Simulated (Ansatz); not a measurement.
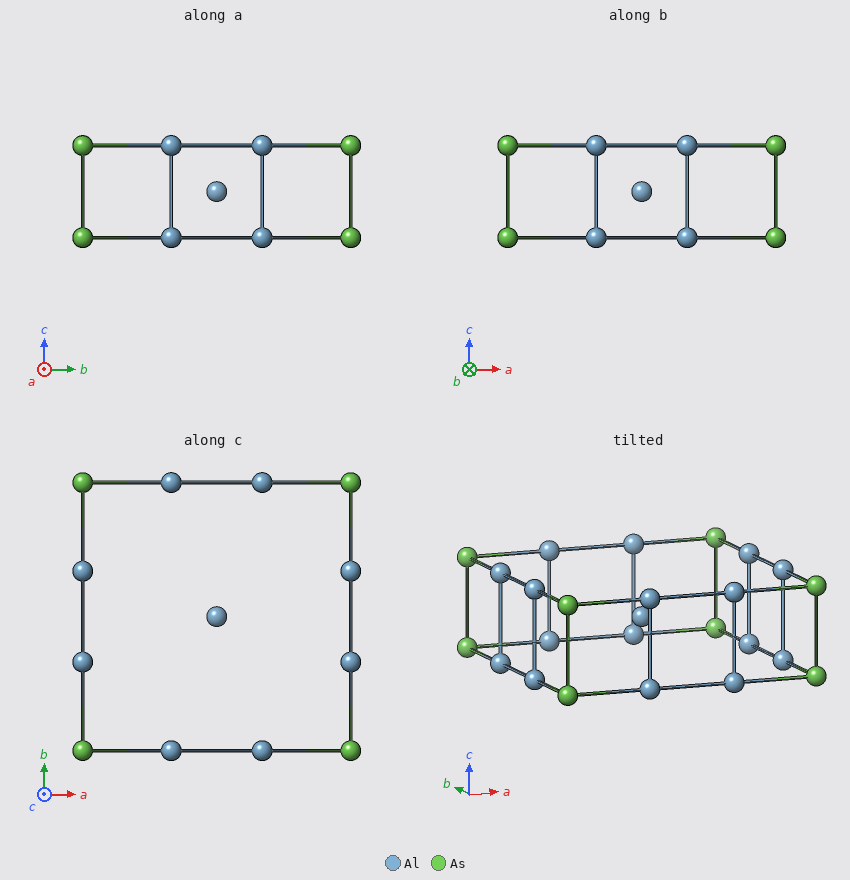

Shown here is a ball-and-stick view of the crystal, taken along the a axis, along the b axis, along the c axis and slightly off an axis. The conventional unit cell is drawn as a box.

Lattice parameters: a = 7.737 Å, b = 7.737 Å, c = 2.660 Å, α = 90.00°, β = 90.00°, γ = 90.00°. Put a along x and b in the xy plane.

Q: Give the atomic positions as a POSCAR file, with free fractional coordinates to two decimals.

A:
```
Al As
1.0
     7.737    0.000    0.000
     0.000    7.737    0.000
     0.000    0.000    2.660
Al As
5 1
Direct
  0.67 0.00 0.00
  0.33 0.00 0.00
  0.00 0.67 0.00
  0.00 0.33 0.00
  0.50 0.50 0.50
  0.00 0.00 0.00
```

It goes back to a random cell made by a generator, so it need not be a real form of the compound. Earlier steps of the study, as a rule a relaxation of our own, may have changed the cell and positions, so they can lie some per cent off the listed ones. Ansatz was used for an electronic-structure calculation on it.
